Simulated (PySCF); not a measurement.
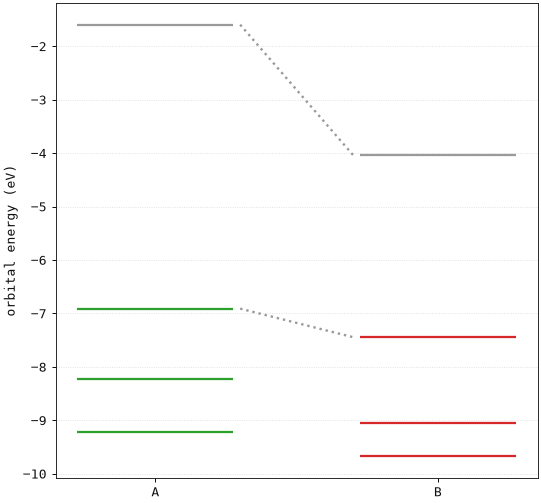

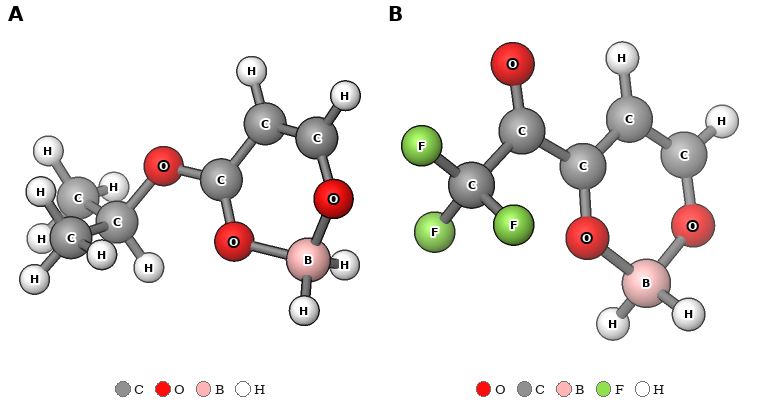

Related molecules: A is C₆H₁₁BO₃, SMILES CC(C)OC1=[O+][BH2-]OC=C1; B is C₅H₄BF₃O₃, SMILES O=C(C1=[O+][BH2-]OC=C1)C(F)(F)F. Frontier orbital energies, PBE0/def2-SVPD with PySCF 2.14.0, at a PBE0-D3(BJ)/def2-SVP geometry (no frequency check); drawn are at most three filled levels and, in grey, the LUMO with any level within 0.03 eV of it; dotted lines join the HOMOs and the LUMOs.

### What does the change do to the frontier levels?

From A to B the HOMO falls by 0.53 eV and the LUMO falls by 2.44 eV, so the separation goes from 5.31 to 3.41 eV.

Caveats, for all or some of the runs: one conformer of a flexible molecule.
